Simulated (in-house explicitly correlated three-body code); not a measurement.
Two electrons around a point charge Z = 2.08. Computed variationally in 260 exponentially correlated functions with an in-house code, non-relativistic, converged to about 10⁻⁷ hartree. Wanted, and plotted below: the exact exchange and correlation potentials of the ground state, from inverting its density, with the radial density dashed.

The exchange potential, minus half the Hartree potential for two paired electrons, rises from −1.73 hartree at 0.11 bohr to −0.35 at 2.9 bohr, tending to −1/r far out. The correlation potential is −0.045 hartree at the inner end, crosses zero near 0.32 bohr and has a positive maximum of 0.029 hartree near 0.70 bohr; the density peaks at 0.54 bohr. The LDA correlation potential, by contrast, is negative everywhere. The Kohn-Sham level equals minus the binding of the second electron, −27.7 eV.

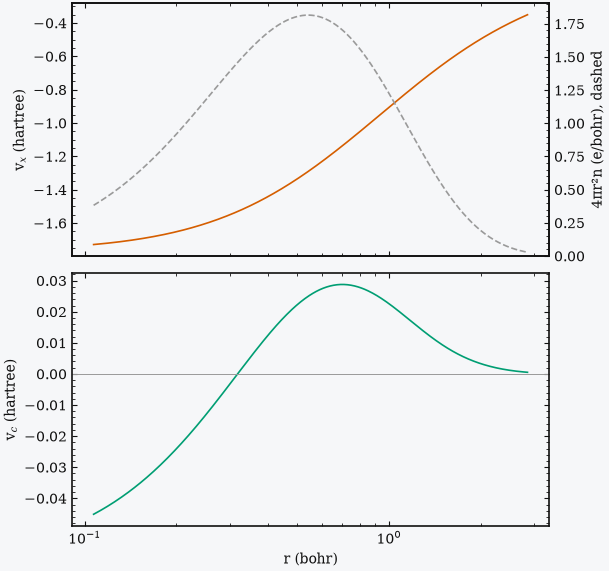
